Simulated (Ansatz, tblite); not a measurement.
# SiHMe2F (C2H7FSi): removing an electron

Aim: the energy of removing an electron for SiHMe2F (C2H7FSi), by energy differences, and how well orbital energies stand in for it.

The runs use Ansatz 0.2.0, Gaussian basis; as each input shows.

Plan: charge +1 doublet, at the geometry of the singlet (PBE0-D4/def2-TZVP, PBE-D4/def2-TZVP, r2SCAN-D4/def2-TZVP); the starting singlet's energies come from earlier runs.

## (1) The geometry

The singlet was relaxed beforehand with PBE-D4/def2-SVP.

11 atoms, charge 0, spin multiplicity 1.

Atoms are counted from 1 here; the program's logs count them from 0.

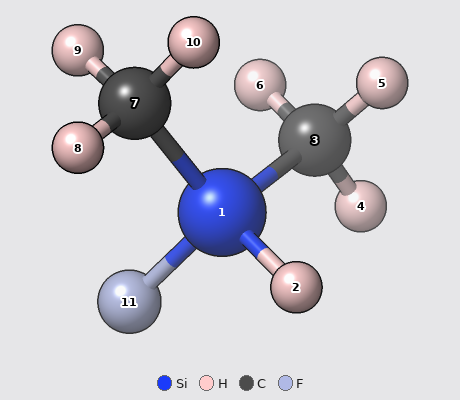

The geometry (silicon blue, hydrogen pink, carbon dark grey, fluorine light blue); atoms are numbered from 1 in the order of the file.

## (2) Charge +1 doublet at the fixed geometry, first pass, PBE0-D4/def2-SVP

File in.yaml:

```yaml
crystal:
  periodic: [false, false, false]
  atoms:
    - {symbol: Si, position_ang: [-0.284350, -0.482934, 0.439695]}
    - {symbol: H, position_ang: [-0.319539, -0.549242, 1.944165]}
    - {symbol: C, position_ang: [1.482145, -0.550267, -0.187602]}
    - {symbol: H, position_ang: [1.984158, -1.487242, 0.128593]}
    - {symbol: H, position_ang: [2.071805, 0.302962, 0.208006]}
    - {symbol: H, position_ang: [1.509696, -0.501830, -1.295737]}
    - {symbol: C, position_ang: [-1.199355, 1.031716, -0.182332]}
    - {symbol: H, position_ang: [-2.252483, 1.036715, 0.164846]}
    - {symbol: H, position_ang: [-1.202115, 1.060768, -1.291533]}
    - {symbol: H, position_ang: [-0.714600, 1.960841, 0.183653]}
    - {symbol: F, position_ang: [-1.075382, -1.821499, -0.111731]}
basis:
  gaussian: {orbitals: def2-SVP}
total_charge: 1
magnetization: {spin_polarized: true, initial_magnetization: 1}
hamiltonian: {xc: pbe0, dispersion: d4}
output: {orbitals: {seedname: orbitals}}
```

On the command line:

```
ansatz run in.yaml --threads 4 --pin off --events-out ev --progress --plain --max-ram 3916MiB
```

Standard output:

```text
Functional definition: PBE0
  name "PBE0"
  cite "Adamo & Barone, J. Chem. Phys. 110, 6158 (1999) doi:10.1063/1.478522"
  cite "Perdew, Burke & Ernzerhof, Phys. Rev. Lett. 77, 3865 (1996) doi:10.1103/PhysRevLett.77.3865"
  parent pbe
  parameter a = 0.25
  parameter kappa = 0.804
  parameter beta = 0.06672455060314922
  exchange = (1 - a)*pbe_x(kappa = kappa, mu = beta*pi^2/3) + a*exact_x
  correlation = pbe_c(beta = beta)
951 factors; integrals over basis functions are off by at most 1.2e-3 eV
mean field evaluation 1: about -12744.0781 eV, gradient 5.8e1 eV
mean field evaluation 2: about -12721.3657 eV, gradient 9.6e1 eV
mean field evaluation 4: about -12758.6498 eV, gradient 5.2e0 eV
mean field evaluation 8: about -12758.9472 eV, gradient 8.2e-1 eV
mean field evaluation 16: about -12758.9519 eV, gradient 2.6e-3 eV
mean field evaluation 32: about -12759.1032 eV, gradient 2.0e-1 eV
mean field evaluation 64: about -12758.9519 eV, gradient 2.2e-3 eV
mean field -12759.11896464 eV, -468.8889735090 hartree, gradient 2.6e-6 eV, S^2 0.757250; 3 other end points of the search recorded, 0 dependent functions left out
reference -12759.11898750 eV, -468.8889743493 hartree; 21, 20 occupied and 74, 75 virtual orbitals, 951 factors
Total energy: -12759.24865355 eV, -468.8937394885 hartree
```

Wall time 6.5 s (4 threads of Arm Neoverse V1, shared host).

From the report: HOMO -14.80 eV, LUMO -13.17 eV (over both spins); ⟨S²⟩ 0.757 (pure: 0.75).

## (3) Charge +1 doublet at the fixed geometry, PBE0-D4/def2-TZVP

start.molden holds the orbitals of an earlier run on this state, given as this run's starting guess.

in.yaml: that of step 2 with these lines changed.

```diff
@@ -15,3 +15,3 @@
 basis:
-  gaussian: {orbitals: def2-SVP}
+  gaussian: {orbitals: def2-TZVP, initial_orbitals: start.molden}
 total_charge: 1
@@ -19,2 +19,3 @@
 hamiltonian: {xc: pbe0, dispersion: d4}
+scf: {omitted_lower_state_checks: [starts]}
 output: {orbitals: {seedname: orbitals}}
```

The command is unchanged.

Standard output:

```text
Functional definition: PBE0
  name "PBE0"
  cite "Adamo & Barone, J. Chem. Phys. 110, 6158 (1999) doi:10.1063/1.478522"
  cite "Perdew, Burke & Ernzerhof, Phys. Rev. Lett. 77, 3865 (1996) doi:10.1103/PhysRevLett.77.3865"
  parent pbe
  parameter a = 0.25
  parameter kappa = 0.804
  parameter beta = 0.06672455060314922
  exchange = (1 - a)*pbe_x(kappa = kappa, mu = beta*pi^2/3) + a*exact_x
  correlation = pbe_c(beta = beta)
these checks for a lower state are left out or cut short: starts
1092 factors; their error is unknown
mean field evaluation 1: about -12764.7430 eV, gradient 1.0e2 eV
mean field evaluation 2: about -12767.7318 eV, gradient 3.3e0 eV
mean field evaluation 4: about -12767.8130 eV, gradient 2.3e-1 eV
mean field evaluation 8: about -12767.8132 eV, gradient 2.0e-5 eV
mean field -12767.81324499 eV, -469.2084824188 hartree, gradient 4.6e-6 eV, S^2 0.757962; 0 other end points of the search recorded, 0 dependent functions left out
reference -12767.81327495 eV, -469.2084835197 hartree; 21, 20 occupied and 151, 152 virtual orbitals, 1092 factors
Total energy: -12767.94294099 eV, -469.2132486590 hartree
Checks for a lower state left out: starts
```

Wall time 7 s (4 threads of Arm Neoverse V1, shared host); peak memory 0.62 GiB.

From the report: HOMO -14.77 eV, LUMO -13.10 eV (over both spins); ⟨S²⟩ 0.758 (pure: 0.75).

## (4) Charge +1 doublet at the fixed geometry, PBE-D4/def2-TZVP

in.yaml: that of step 3 with these lines changed.

```diff
@@ -18,3 +18,3 @@
 magnetization: {spin_polarized: true, initial_magnetization: 1}
-hamiltonian: {xc: pbe0, dispersion: d4}
+hamiltonian: {xc: pbe, dispersion: d4}
 scf: {omitted_lower_state_checks: [starts]}
```

The command is unchanged.

Standard output:

```text
Functional definition: PBE
  name "PBE"
  cite "Perdew, Burke & Ernzerhof, Phys. Rev. Lett. 77, 3865 (1996) doi:10.1103/PhysRevLett.77.3865"
  parent pbe
  parameter kappa = 0.804
  parameter beta = 0.06672455060314922
  exchange = pbe_x(kappa = kappa, mu = beta*pi^2/3)
  correlation = pbe_c(beta = beta)
these checks for a lower state are left out or cut short: starts
1076 factors; their error is unknown
mean field evaluation 1: about -12766.7950 eV, gradient 7.0e0 eV
mean field evaluation 2: about -12766.9175 eV, gradient 2.3e-1 eV
mean field evaluation 4: about -12766.8870 eV, gradient 5.1e-3 eV
mean field evaluation 8: about -12766.8855 eV, gradient 4.8e-1 eV
mean field evaluation 16: about -12766.8875 eV, gradient 4.1e-5 eV
mean field -12766.88747848 eV, -469.1744611272 hartree, gradient 1.4e-6 eV, S^2 0.752708; 0 other end points of the search recorded, 0 dependent functions left out
reference -12766.88751833 eV, -469.1744625916 hartree; 21, 20 occupied and 151, 152 virtual orbitals, 1076 factors
Total energy: -12767.04207831 eV, -469.1801425660 hartree
Checks for a lower state left out: starts
```

Run time: 6.5 s. Hardware: 4 threads of Arm Neoverse V1, shared host.

HOMO -13.53 eV, LUMO -13.78 eV (over both spins; with the spin held, an empty level of the minority spin lies below the top filled one); ⟨S²⟩ 0.753 (pure: 0.75).

## (5) Charge +1 doublet at the fixed geometry, r2SCAN-D4/def2-TZVP

in.yaml: that of step 4 with these lines changed.

```diff
@@ -18,3 +18,3 @@
 magnetization: {spin_polarized: true, initial_magnetization: 1}
-hamiltonian: {xc: pbe, dispersion: d4}
+hamiltonian: {xc: r2scan, dispersion: d4}
 scf: {omitted_lower_state_checks: [starts]}
```

Launched as before.

Standard output, cut to the lines that bear on the results:

```text
Functional definition: r2SCAN
  name "r2SCAN"
  cite "Furness, Kaplan, Ning, Perdew & Sun, J. Phys. Chem. Lett. 11, 8208 (2020) doi:10.1021/acs.jpclett.0c02405"
  cite "Furness, Kaplan, Ning, Perdew & Sun, J. Phys. Chem. Lett. 11, 9248 (2020) doi:10.1021/acs.jpclett.0c03077"
  parent r2scan
[...]
1076 factors; their error is unknown
[...]
mean field -12773.48292231 eV, -469.4168392173 hartree, gradient 6.3e-6 eV, S^2 0.757398; 0 other end points of the search recorded, 0 dependent functions left out
reference -12773.48293550 eV, -469.4168397019 hartree; 21, 20 occupied and 151, 152 virtual orbitals, 1076 factors
Total energy: -12773.52063930 eV, -469.4182252909 hartree
Checks for a lower state left out: starts
```

Wall time 12 s (4 threads of Arm Neoverse V1, shared host).

Report: HOMO -13.80 eV, LUMO -13.76 eV (over both spins); ⟨S²⟩ 0.757 (pure: 0.75).

## (6) Vertical ionisation energy

Charged state less starting state, singlet to doublet; the starting state's energies are those of its earlier runs.

```
              level  vertical ionisation energy (eV)   time
   PBE-D4/def2-TZVP                           +10.67  7.7 s
r2SCAN-D4/def2-TZVP                           +10.81   15 s
  PBE0-D4/def2-TZVP                           +11.01  8.5 s
```

Times add the two runs; a level without a time comes out of a correlated run.

Beside −ε(HOMO) of the starting state:

```
              level  −ε(HOMO) (eV)  by difference (eV)  mismatch (eV)
   PBE-D4/def2-TZVP           7.49               10.67          -3.18
r2SCAN-D4/def2-TZVP           7.81               10.81          -3.01
  PBE0-D4/def2-TZVP           8.88               11.01          -2.14
```

## (7) Results

```
                                            quantity                                 value
vertical ionisation energy, functionals in def2-TZVP  10.67 (PBE-D4) to 11.01 eV (PBE0-D4)
```

**Reading.** The vertical ionisation energy spans 10.67 to 11.01 eV over the functionals. −ε(HOMO) misses the level's own difference by -2.14 eV at best (PBE0-D4) and -3.18 eV at worst (PBE-D4).
